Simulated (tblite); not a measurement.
## Geometry relaxation, with input and output: CH$_{6}$Br$_{2}$OSi$_{3}$ (part 2 of 2)

The same run, continued: CH$_{6}$Br$_{2}$OSi$_{3}$, SMILES Br[Si]1(Br)O[SiH2]C[SiH2]1; GFN2-xTB geometry optimisation, gas phase (tblite 0.8.0). It belongs to a series of runs on one base structure; here: C replaced by Si.

Geometry of the input (Å):
```
Br 2.8190  -1.6808  1.5005
Si 1.7827  -0.3104  0.1120
Br 3.1909  0.9411  -1.0112
O  0.8030  -1.1680  -0.9492
Si -0.8749  -0.9808  -0.9987
C  -1.3232  0.6566  -0.1804
Si 0.0507  0.8989  1.1000
H  -1.4907  -2.0881  -0.2513
H  -1.3221  -0.9929  -2.4138
H  -1.2905  1.4672  -0.9073
H  -2.3131  0.6289  0.2792
H  0.3467  2.3378  1.2981
H  -0.3829  0.2908  2.4044
```

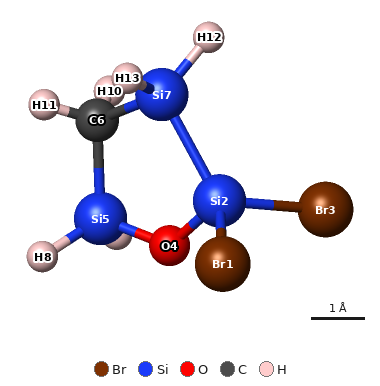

*The geometry at step 59 of the log (ball-and-stick view, seen at a tilt; atoms are numbered from 1 in the order of the input).*

Trajectory as extended XYZ, continued
```
13
Properties=species:S:1:pos:R:3:forces:R:3 step=40 energy=-620.57699
Br    2.7598   -1.8173    1.3390   -0.0220   0.0010   0.0130
Si    1.6645   -0.2590    0.2004    0.0200   0.0080  -0.0350
Br    3.1918    0.7161   -1.0827    0.0050   0.0010  -0.0110
O     0.7420   -1.0999   -0.8422    0.0080  -0.0110  -0.0060
Si   -0.8770   -0.9945   -1.0528    0.0280  -0.0300  -0.0200
C    -1.3398    0.5983   -0.1012    0.0070  -0.0130   0.0080
Si    0.0105    1.0244    1.1751   -0.0220   0.0230   0.0260
H    -1.4146   -2.1936   -0.4232   -0.0040   0.0160   0.0000
H    -1.0258   -0.8879   -2.4940   -0.0070   0.0030  -0.0100
H    -1.4131    1.4241   -0.8122   -0.0330  -0.0240   0.0120
H    -2.3238    0.5084    0.3550    0.0080   0.0110   0.0040
H     0.3072    2.4563    1.2017    0.0420   0.0140   0.0120
H    -0.2860    0.5251    2.5193   -0.0300   0.0010   0.0080
13
Properties=species:S:1:pos:R:3:forces:R:3 step=42 energy=-620.57759
Br    2.7556   -1.8199    1.3439   -0.0160  -0.0030   0.0170
Si    1.6655   -0.2612    0.2015   -0.0200   0.0270   0.0140
Br    3.1954    0.7100   -1.0781    0.0200   0.0100  -0.0290
O     0.7427   -1.1047   -0.8383    0.0100  -0.0090  -0.0190
Si   -0.8738   -0.9931   -1.0576   -0.0090  -0.0140  -0.0100
C    -1.3417    0.5937   -0.0942   -0.0070  -0.0470  -0.0310
Si    0.0105    1.0290    1.1746    0.0360  -0.0030  -0.0090
H    -1.4190   -2.1966   -0.4420    0.0030   0.0230  -0.0040
H    -1.0186   -0.8720   -2.4991    0.0000   0.0030   0.0080
H    -1.4314    1.4188   -0.8035   -0.0180  -0.0060   0.0080
H    -2.3214    0.4945    0.3682   -0.0050  -0.0040   0.0140
H     0.3098    2.4600    1.1829    0.0430   0.0270   0.0190
H    -0.2780    0.5420    2.5240   -0.0360  -0.0030   0.0210
13
Properties=species:S:1:pos:R:3:forces:R:3 step=44 energy=-620.57853
Br    2.7467   -1.8221    1.3521   -0.0130   0.0060   0.0140
Si    1.6657   -0.2610    0.2025   -0.0320   0.0080   0.0400
Br    3.2025    0.7028   -1.0746    0.0160   0.0070  -0.0300
O     0.7446   -1.1113   -0.8341    0.0070   0.0150  -0.0200
Si   -0.8693   -0.9925   -1.0650   -0.0310   0.0210   0.0100
C    -1.3454    0.5849   -0.0870   -0.0100  -0.0280  -0.0200
Si    0.0114    1.0348    1.1738    0.0510  -0.0170  -0.0380
H    -1.4244   -2.1991   -0.4678    0.0030  -0.0020   0.0050
H    -1.0088   -0.8512   -2.5050    0.0070   0.0020   0.0040
H    -1.4593    1.4101   -0.7925    0.0110   0.0060   0.0060
H    -2.3186    0.4758    0.3873   -0.0040  -0.0380   0.0140
H     0.3213    2.4647    1.1606    0.0260   0.0120   0.0240
H    -0.2708    0.5646    2.5320   -0.0310   0.0080  -0.0090
13
Properties=species:S:1:pos:R:3:forces:R:3 step=46 energy=-620.57915
Br    2.7407   -1.8201    1.3568   -0.0090   0.0080   0.0140
Si    1.6648   -0.2587    0.2028    0.0100  -0.0230  -0.0060
Br    3.2064    0.7019   -1.0760   -0.0130  -0.0100  -0.0050
O     0.7461   -1.1123   -0.8344   -0.0090   0.0340  -0.0090
Si   -0.8684   -0.9924   -1.0672   -0.0070   0.0150   0.0070
C    -1.3475    0.5808   -0.0863    0.0030   0.0150   0.0230
Si    0.0132    1.0356    1.1724    0.0020   0.0060  -0.0200
H    -1.4258   -2.1993   -0.4750    0.0010  -0.0170   0.0110
H    -1.0063   -0.8458   -2.5064    0.0090   0.0020  -0.0060
H    -1.4699    1.4061   -0.7902    0.0190   0.0070   0.0100
H    -2.3177    0.4687    0.3944    0.0050  -0.0460   0.0050
H     0.3330    2.4646    1.1576    0.0080  -0.0080   0.0200
H    -0.2730    0.5712    2.5339   -0.0190   0.0170  -0.0450
13
Properties=species:S:1:pos:R:3:forces:R:3 step=49 energy=-620.58042
Br    2.7288   -1.8166    1.3686    0.0070  -0.0100   0.0170
Si    1.6652   -0.2589    0.2023    0.0350  -0.0040  -0.0510
Br    3.2104    0.6978   -1.0797   -0.0320  -0.0290   0.0220
O     0.7470   -1.1083   -0.8381   -0.0210   0.0120  -0.0080
Si   -0.8684   -0.9904   -1.0707    0.0140  -0.0240  -0.0100
C    -1.3499    0.5749   -0.0808    0.0030   0.0320   0.0150
Si    0.0183    1.0395    1.1662   -0.0340   0.0290   0.0220
H    -1.4282   -2.2018   -0.4853    0.0220   0.0110  -0.0070
H    -1.0008   -0.8348   -2.5106    0.0040  -0.0030   0.0160
H    -1.4845    1.4008   -0.7820   -0.0080   0.0020   0.0240
H    -2.3143    0.4462    0.4085    0.0220  -0.0060  -0.0040
H     0.3534    2.4659    1.1556   -0.0120  -0.0180   0.0010
H    -0.2816    0.5861    2.5282    0.0000   0.0080  -0.0370
13
Properties=species:S:1:pos:R:3:forces:R:3 step=51 energy=-620.58108
Br    2.7192   -1.8213    1.3811    0.0050  -0.0060   0.0090
Si    1.6666   -0.2636    0.2039   -0.0110   0.0120   0.0050
Br    3.2148    0.6847   -1.0753   -0.0020  -0.0160   0.0000
O     0.7462   -1.1105   -0.8355    0.0040  -0.0090  -0.0140
Si   -0.8660   -0.9869   -1.0784   -0.0060  -0.0040  -0.0020
C    -1.3534    0.5657   -0.0689   -0.0130   0.0070  -0.0240
Si    0.0223    1.0483    1.1608    0.0030  -0.0010   0.0010
H    -1.4329   -2.2062   -0.5166    0.0270   0.0150  -0.0090
H    -0.9860   -0.8073   -2.5170   -0.0010  -0.0060   0.0200
H    -1.5137    1.3928   -0.7628   -0.0190   0.0050   0.0220
H    -2.3080    0.4135    0.4329    0.0230   0.0120  -0.0010
H     0.3609    2.4728    1.1290   -0.0110  -0.0030  -0.0050
H    -0.2746    0.6184    2.5289    0.0010  -0.0060  -0.0020
13
Properties=species:S:1:pos:R:3:forces:R:3 step=53 energy=-620.58144
Br    2.7114   -1.8287    1.3933   -0.0060   0.0080   0.0000
Si    1.6663   -0.2693    0.2087   -0.0220  -0.0060   0.0320
Br    3.2211    0.6687   -1.0668    0.0160  -0.0060  -0.0160
O     0.7454   -1.1169   -0.8296    0.0130  -0.0050  -0.0090
Si   -0.8632   -0.9820   -1.0873   -0.0050   0.0130   0.0020
C    -1.3586    0.5550   -0.0570   -0.0190   0.0040  -0.0200
Si    0.0263    1.0569    1.1551    0.0090  -0.0090  -0.0110
H    -1.4379   -2.2110   -0.5580    0.0210   0.0050   0.0010
H    -0.9681   -0.7733   -2.5229   -0.0030  -0.0040   0.0080
H    -1.5506    1.3845   -0.7396   -0.0140   0.0030   0.0180
H    -2.3003    0.3793    0.4615    0.0200   0.0100   0.0020
H     0.3623    2.4809    1.0901   -0.0070  -0.0030  -0.0020
H    -0.2584    0.6565    2.5346   -0.0020  -0.0090  -0.0030
13
Properties=species:S:1:pos:R:3:forces:R:3 step=55 energy=-620.58166
Br    2.6992   -1.8356    1.4111   -0.0130   0.0120  -0.0040
Si    1.6643   -0.2768    0.2158    0.0040  -0.0220   0.0130
Br    3.2303    0.6480   -1.0570    0.0100  -0.0070  -0.0110
O     0.7449   -1.1247   -0.8236    0.0050   0.0060   0.0050
Si   -0.8599   -0.9744   -1.0986    0.0090   0.0100  -0.0030
C    -1.3658    0.5413   -0.0426   -0.0180   0.0170   0.0030
Si    0.0320    1.0671    1.1462   -0.0130   0.0010  -0.0060
H    -1.4426   -2.2160   -0.6111    0.0160   0.0010   0.0110
H    -0.9462   -0.7300   -2.5293   -0.0040   0.0000  -0.0080
H    -1.6003    1.3732   -0.7087   -0.0070  -0.0070   0.0150
H    -2.2880    0.3343    0.4992    0.0180   0.0080   0.0010
H     0.3677    2.4892    1.0415   -0.0060  -0.0070  -0.0010
H    -0.2399    0.7050    2.5393   -0.0010  -0.0100  -0.0150
13
Properties=species:S:1:pos:R:3:forces:R:3 step=57 energy=-620.58182
Br    2.6985   -1.8331    1.4108   -0.0020  -0.0050   0.0070
Si    1.6644   -0.2766    0.2154    0.0070   0.0050  -0.0090
Br    3.2297    0.6494   -1.0593    0.0020  -0.0130   0.0000
O     0.7455   -1.1230   -0.8256    0.0020   0.0010   0.0040
Si   -0.8600   -0.9744   -1.0976    0.0090   0.0040  -0.0080
C    -1.3650    0.5431   -0.0444    0.0040   0.0000   0.0020
Si    0.0315    1.0660    1.1459   -0.0040   0.0000  -0.0030
H    -1.4404   -2.2148   -0.6041    0.0150   0.0010   0.0090
H    -0.9496   -0.7348   -2.5289   -0.0030   0.0000  -0.0060
H    -1.5966    1.3745   -0.7105   -0.0150   0.0150  -0.0050
H    -2.2871    0.3378    0.4962   -0.0100   0.0040   0.0140
H     0.3690    2.4876    1.0480   -0.0060   0.0020  -0.0040
H    -0.2446    0.6990    2.5362    0.0000  -0.0130  -0.0010
13
Properties=species:S:1:pos:R:3:forces:R:3 step=59 energy=-620.58200
Br    2.6901   -1.8346    1.4211    0.0060  -0.0180   0.0150
Si    1.6641   -0.2804    0.2185    0.0080   0.0290  -0.0240
Br    3.2346    0.6372   -1.0571    0.0000  -0.0140   0.0070
O     0.7464   -1.1251   -0.8245   -0.0070   0.0010   0.0040
Si   -0.8571   -0.9699   -1.1037   -0.0020   0.0020  -0.0040
C    -1.3683    0.5380   -0.0384    0.0020  -0.0030   0.0020
Si    0.0335    1.0709    1.1404    0.0080   0.0010   0.0040
H    -1.4381   -2.2161   -0.6248    0.0130   0.0100   0.0060
H    -0.9413   -0.7159   -2.5331    0.0000   0.0010  -0.0020
H    -1.6223    1.3708   -0.6946   -0.0090   0.0040  -0.0110
H    -2.2789    0.3168    0.5154   -0.0150  -0.0030   0.0070
H     0.3729    2.4910    1.0280   -0.0060   0.0020  -0.0040
H    -0.2400    0.7179    2.5349    0.0030  -0.0110   0.0000
13
Properties=species:S:1:pos:R:3:forces:R:3 step=61 energy=-620.58217
Br    2.6866   -1.8361    1.4253   -0.0020  -0.0070   0.0070
Si    1.6646   -0.2804    0.2189    0.0010   0.0130  -0.0050
Br    3.2368    0.6295   -1.0574    0.0160  -0.0030  -0.0020
O     0.7469   -1.1248   -0.8241   -0.0040   0.0050   0.0010
Si   -0.8556   -0.9673   -1.1064   -0.0110   0.0080   0.0070
C    -1.3703    0.5374   -0.0369    0.0040  -0.0060   0.0040
Si    0.0336    1.0728    1.1382    0.0130  -0.0030   0.0020
H    -1.4328   -2.2158   -0.6296    0.0020   0.0050   0.0050
H    -0.9383   -0.7104   -2.5352    0.0000   0.0030  -0.0020
H    -1.6333    1.3710   -0.6885   -0.0030  -0.0030  -0.0140
H    -2.2761    0.3108    0.5229   -0.0140  -0.0100  -0.0010
H     0.3726    2.4924    1.0217   -0.0050   0.0060  -0.0030
H    -0.2390    0.7215    2.5333    0.0040  -0.0090   0.0020
13
Properties=species:S:1:pos:R:3:forces:R:3 step=63 energy=-620.58228
Br    2.6903   -1.8349    1.4203   -0.0100   0.0100  -0.0050
Si    1.6659   -0.2765    0.2160    0.0000  -0.0130   0.0080
Br    3.2356    0.6340   -1.0614    0.0210   0.0010  -0.0070
O     0.7469   -1.1211   -0.8258    0.0000   0.0080  -0.0050
Si   -0.8571   -0.9687   -1.1026   -0.0040   0.0030   0.0060
C    -1.3691    0.5427   -0.0418    0.0010  -0.0010   0.0030
Si    0.0322    1.0691    1.1410    0.0010   0.0010   0.0020
H    -1.4281   -2.2138   -0.6102   -0.0050   0.0010   0.0020
H    -0.9455   -0.7251   -2.5337   -0.0010   0.0020   0.0060
H    -1.6186    1.3760   -0.6997   -0.0020  -0.0060  -0.0030
H    -2.2819    0.3261    0.5111   -0.0020  -0.0060  -0.0070
H     0.3696    2.4901    1.0377   -0.0040   0.0050  -0.0010
H    -0.2445    0.7026    2.5314    0.0050  -0.0060   0.0020
13
Properties=species:S:1:pos:R:3:forces:R:3 step=65 energy=-620.58234
Br    2.6919   -1.8333    1.4176   -0.0070   0.0060  -0.0020
Si    1.6668   -0.2751    0.2146    0.0030  -0.0010  -0.0040
Br    3.2361    0.6373   -1.0640    0.0090  -0.0060   0.0030
O     0.7470   -1.1187   -0.8273    0.0010   0.0070  -0.0070
Si   -0.8582   -0.9694   -1.1001    0.0030  -0.0050   0.0020
C    -1.3681    0.5456   -0.0446   -0.0050   0.0060   0.0000
Si    0.0317    1.0669    1.1426   -0.0060   0.0060   0.0020
H    -1.4262   -2.2124   -0.5987   -0.0060  -0.0010   0.0000
H    -0.9503   -0.7336   -2.5323   -0.0010   0.0010   0.0090
H    -1.6098    1.3784   -0.7066    0.0010  -0.0090   0.0060
H    -2.2854    0.3347    0.5037    0.0070  -0.0020  -0.0090
H     0.3676    2.4889    1.0471   -0.0040   0.0010   0.0010
H    -0.2477    0.6912    2.5303    0.0060  -0.0030   0.0000
13
Properties=species:S:1:pos:R:3:forces:R:3 step=68 energy=-620.58248
Br    2.6828   -1.8343    1.4257    0.0000  -0.0070   0.0040
Si    1.6679   -0.2768    0.2154   -0.0020   0.0290  -0.0140
Br    3.2463    0.6253   -1.0618   -0.0040  -0.0110   0.0130
O     0.7472   -1.1178   -0.8276    0.0090   0.0020  -0.0030
Si   -0.8569   -0.9653   -1.1033    0.0060  -0.0060  -0.0020
C    -1.3710    0.5414   -0.0385   -0.0050  -0.0040  -0.0020
Si    0.0339    1.0717    1.1392   -0.0060   0.0000  -0.0090
H    -1.4260   -2.2125   -0.6149   -0.0080  -0.0050   0.0020
H    -0.9438   -0.7172   -2.5334   -0.0040   0.0020  -0.0020
H    -1.6311    1.3725   -0.6952    0.0090  -0.0010   0.0080
H    -2.2804    0.3159    0.5167    0.0030   0.0020   0.0040
H     0.3669    2.4936    1.0296   -0.0040  -0.0040   0.0050
H    -0.2404    0.7039    2.5303    0.0080   0.0020  -0.0040
13
Properties=species:S:1:pos:R:3:forces:R:3 step=70 energy=-620.58259
Br    2.6726   -1.8358    1.4350   -0.0070   0.0010  -0.0010
Si    1.6683   -0.2767    0.2156   -0.0060   0.0130   0.0080
Br    3.2561    0.6110   -1.0573    0.0060  -0.0020   0.0030
O     0.7478   -1.1174   -0.8276    0.0080   0.0010  -0.0020
Si   -0.8550   -0.9615   -1.1077    0.0020  -0.0050  -0.0040
C    -1.3741    0.5355   -0.0314   -0.0030  -0.0160  -0.0030
Si    0.0358    1.0776    1.1347   -0.0030  -0.0050  -0.0120
H    -1.4274   -2.2136   -0.6355   -0.0030  -0.0010   0.0010
H    -0.9360   -0.6972   -2.5352   -0.0050   0.0010  -0.0070
H    -1.6549    1.3653   -0.6806    0.0110   0.0040   0.0040
H    -2.2733    0.2933    0.5329   -0.0040   0.0060   0.0130
H     0.3671    2.4986    1.0088   -0.0040  -0.0040   0.0070
H    -0.2314    0.7213    2.5304    0.0090   0.0060  -0.0080
13
Properties=species:S:1:pos:R:3:forces:R:3 step=72 energy=-620.58270
Br    2.6639   -1.8359    1.4419   -0.0120   0.0090  -0.0050
Si    1.6684   -0.2751    0.2157    0.0010  -0.0130   0.0140
Br    3.2647    0.6000   -1.0536    0.0120   0.0070  -0.0050
O     0.7492   -1.1160   -0.8288   -0.0030   0.0020   0.0000
Si   -0.8533   -0.9594   -1.1110    0.0000  -0.0050  -0.0070
C    -1.3767    0.5304   -0.0268    0.0040  -0.0140   0.0000
Si    0.0366    1.0815    1.1303   -0.0030  -0.0040  -0.0030
H    -1.4287   -2.2141   -0.6486    0.0050   0.0030  -0.0010
H    -0.9319   -0.6833   -2.5364   -0.0050  -0.0020  -0.0070
H    -1.6705    1.3603   -0.6698    0.0060   0.0040  -0.0030
H    -2.2683    0.2777    0.5448   -0.0100   0.0060   0.0140
H     0.3663    2.5018    0.9956   -0.0040   0.0000   0.0060
H    -0.2241    0.7325    2.5290    0.0080   0.0070  -0.0050
13
Properties=species:S:1:pos:R:3:forces:R:3 step=74 energy=-620.58278
Br    2.6597   -1.8347    1.4426   -0.0070   0.0020   0.0020
Si    1.6693   -0.2727    0.2150    0.0040  -0.0120  -0.0040
Br    3.2708    0.5964   -1.0530    0.0040   0.0060   0.0000
O     0.7504   -1.1129   -0.8309   -0.0080   0.0010  -0.0010
Si   -0.8527   -0.9598   -1.1111   -0.0010  -0.0010  -0.0040
C    -1.3779    0.5288   -0.0265    0.0120  -0.0030   0.0030
Si    0.0358    1.0816    1.1285    0.0030   0.0000   0.0060
H    -1.4283   -2.2134   -0.6467    0.0080  -0.0020  -0.0020
H    -0.9340   -0.6827   -2.5361   -0.0030  -0.0040  -0.0080
H    -1.6702    1.3594   -0.6688   -0.0020   0.0050  -0.0110
H    -2.2693    0.2776    0.5459   -0.0110   0.0010   0.0100
H     0.3624    2.5027    0.9965   -0.0020   0.0030   0.0030
H    -0.2203    0.7302    2.5270    0.0040   0.0060   0.0050
13
Properties=species:S:1:pos:R:3:forces:R:3 step=76 energy=-620.58282
Br    2.6595   -1.8349    1.4423   -0.0040  -0.0020   0.0050
Si    1.6697   -0.2730    0.2150   -0.0010   0.0000  -0.0090
Br    3.2715    0.5969   -1.0531   -0.0020   0.0020   0.0040
O     0.7502   -1.1127   -0.8307   -0.0040   0.0000  -0.0040
Si   -0.8529   -0.9600   -1.1113   -0.0040   0.0020  -0.0020
C    -1.3782    0.5287   -0.0264   -0.0010   0.0040   0.0020
Si    0.0358    1.0813    1.1287    0.0030   0.0010   0.0020
H    -1.4279   -2.2136   -0.6463    0.0070  -0.0040  -0.0020
H    -0.9342   -0.6834   -2.5366   -0.0030  -0.0050  -0.0040
H    -1.6694    1.3596   -0.6698    0.0010  -0.0060   0.0010
H    -2.2707    0.2788    0.5460    0.0060   0.0030  -0.0010
H     0.3616    2.5027    0.9971   -0.0020   0.0000   0.0030
H    -0.2194    0.7300    2.5274    0.0030   0.0050   0.0050
```

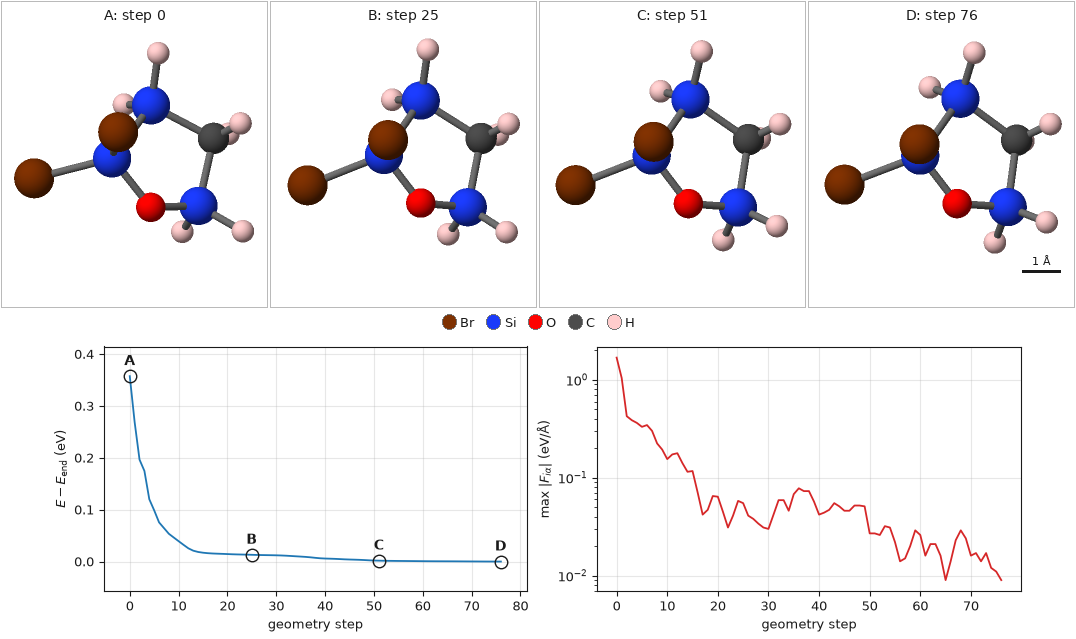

*Frames of the relaxation (ball-and-stick view, seen at a tilt) above the curves, on which the letters mark them (steps are counted from 0).*

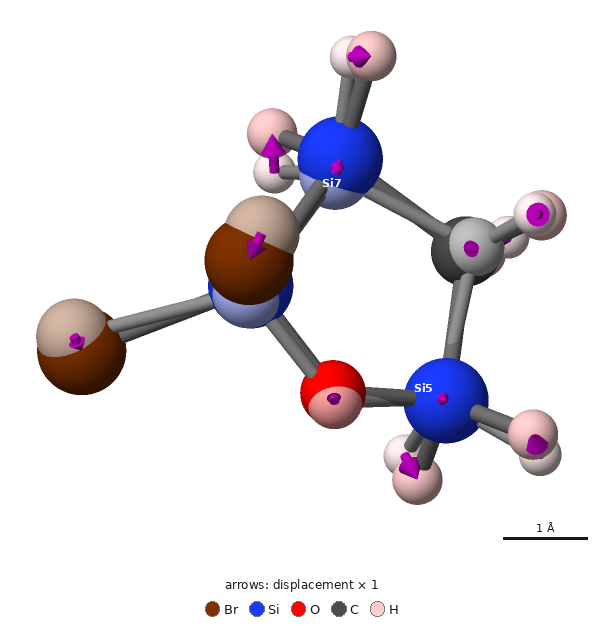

*Start (faint) and end (solid) with the displacements as pink arrows, at true length (ball-and-stick view, seen at a tilt). The two geometries are laid on each other by the best rigid fit.*

The energy falls by 0.357 eV in 76 geometry steps. Largest force component: 1.7 eV/Å at the start, 0.009 eV/Å at the end. The largest move after the best rigid fit is that of H9, 0.51 Å. By element the largest moves are H 0.51 Å, Br 0.36 Å, C 0.21 Å, Si 0.19 Å, O 0.14 Å. Distances before and after: O4–Si5 1.689 → 1.635 Å, Si2–O4 1.680 → 1.626 Å, Si7–H13 1.503 → 1.465 Å, Si5–C6 1.885 → 1.916 Å. Among the angles that change: Si5–C6–Si7 103.4° → 111.4°, Br3–Si2–Si7 113.4° → 120.4°, Br1–Si2–Si7 113.8° → 120.6°. (Atoms are counted from 1 in the order of the input.)

Summary

| quantity | value |
| --- | --- |
| outcome | converged |
| total energy | −620.5828 eV |
| wall time | 1.4 s |
| peak memory | 0.18 GiB |
